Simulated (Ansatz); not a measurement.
**PBE-QIDH/aug-cc-pVTZ run of AlCl (SMILES [Al][Cl])**

Aim: the electronic atomisation energy of AlCl at PBE-QIDH/aug-cc-pVTZ, from 3 runs. 

Program for the calculation: Ansatz 0.2.0.

34 further runs of the same task are left out: 34 set aside as unsound or not needed.

**1. The structure to begin with**

AlCl: 2 atoms, total charge 0, spin state singlet. As SMILES, `[Al][Cl]`. Geometry: the measured bond length.

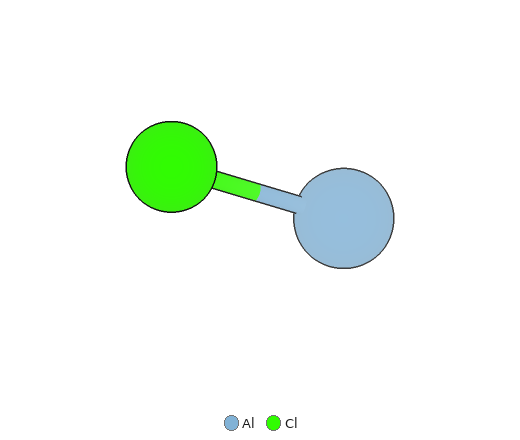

The structure, seen from a chosen angle (aluminium light blue, chlorine green).

**2. A single-point energy at PBE-QIDH/aug-cc-pVTZ**

The input, in.yaml:

```yaml
crystal:
  periodic: [false, false, false]
  atoms:
    - {symbol: Al, position_ang: [0.000000, 0.000000, 0.000000]}
    - {symbol: Cl, position_ang: [0.000000, 0.000000, 2.130113]}
basis:
  gaussian:
    orbitals: aug-cc-pVTZ
magnetization:
  spin_polarized: false
hamiltonian:
  xc: {name: PBE-QIDH}
correlation:
  frozen_orbitals: {Al: 5, Cl: 5}
accuracy: high
output: {orbitals: {seedname: orbitals}}
```

Command:

```console
$ ansatz run in.yaml --threads 1 --pin off --max-ram 3480MiB --events-out events.jsonl --progress --plain --runs-dir runs
```

The log of the run:

```text
Warning: RAYON_NUM_THREADS=1 ignored (pool sized by the plan → 1); use --threads N
Functional definition: PBE-QIDH
  name "PBE-QIDH"
  parameter a = 3^(-1/3)
  parameter c = 1/3
  exchange = (1 - a)*pbe_x + a*exact_x
  correlation = (1 - c)*pbe_c + c*(mp2_os + mp2_ss)
1311 factors; integrals over basis functions are off by at most 4.0e-9 eV
mean field evaluation 1: about -19106.6283 eV, gradient 1.4e1 eV
mean field evaluation 2: about -19106.6324 eV, gradient 1.4e1 eV
mean field evaluation 4: about -19107.3347 eV, gradient 8.0e-1 eV
mean field evaluation 8: about -19107.3388 eV, gradient 1.3e-2 eV
mean field evaluation 16: about -19107.3388 eV, gradient 1.3e-6 eV
mean field -19107.33882671 eV, -702.1817504623 hartree, gradient 2.4e-8 eV, S^2 0.000000; 0 other end points of the search recorded, 0 dependent functions left out
10 core orbitals not correlated: weight in the atoms' cores, before any rotation towards them, 1.000 or more for the frozen orbitals, at most 0.000 for the correlated occupied ones
reference -19107.33882769 eV, -702.1817504983 hartree; 5, 5 occupied and 85, 85 virtual orbitals, 1311 factors
second order -7.61190692 eV of doubles, -0.00000000 eV of singles
Total energy: -19109.87613000 eV, -702.2749946382 hartree
```

Wall time 5.4 s (1 thread of AMD EPYC 7R13 (Zen 3), shared host); peak memory 0.22 GiB.

**3. The Al atom at the same level**

The input, molecule.yaml:

```yaml
crystal:
  periodic: [false, false, false]
  atoms:
    - symbol: Al
      position_ang: [0.000000, 0.000000, 0.000000]
basis:
  gaussian:
    orbitals: aug-cc-pVTZ
magnetization:
  spin_polarized: true
  initial_magnetization: 1
hamiltonian:
  xc: {name: PBE-QIDH}
correlation:
  frozen_orbitals: {Al: 5}
accuracy: high
```

Run the same way, it converges to -242.16029 Eh (log not shown).

**4. The Cl atom**

The input, input.yaml:

```yaml
basis:
  gaussian: {orbitals: aug-cc-pVTZ}
crystal:
  periodic: [false, false, false]
  atoms:
    - {symbol: Cl, position_ang: [0.000000, 0.000000, 0.000000]}
magnetization: {spin_polarized: true, initial_magnetization: 1}
hamiltonian: {xc: {name: PBE-QIDH}}
correlation: {frozen_orbitals: {Cl: 5}}
accuracy: high
```

Run the same way, it converges to -459.92427 Eh (log not shown).

**5. What came out**

Level: PBE-QIDH/aug-cc-pVTZ, 10 core orbitals frozen.

| quantity | value |
| --- | --- |
| molecule: total energy | -702.27499 Eh |
| molecule: HOMO energy (SCF part's orbitals) | -8.38 eV |
| molecule: LUMO energy (SCF part's orbitals) | -0.35 eV |
| molecule: HOMO–LUMO gap (SCF part's orbitals) | 8.03 eV |
| Al atom: total energy | -242.16029 Eh |
| Al atom: ⟨S²⟩ | 0.763 |
| Cl atom: total energy | -459.92427 Eh |
| Cl atom: ⟨S²⟩ | 0.757 |
| electronic atomisation energy | 5.182 eV |

What this shows: Taking the molecule apart into free atoms costs 5.18 eV (119 kcal/mol), before zero-point energy and without spin-orbit coupling.
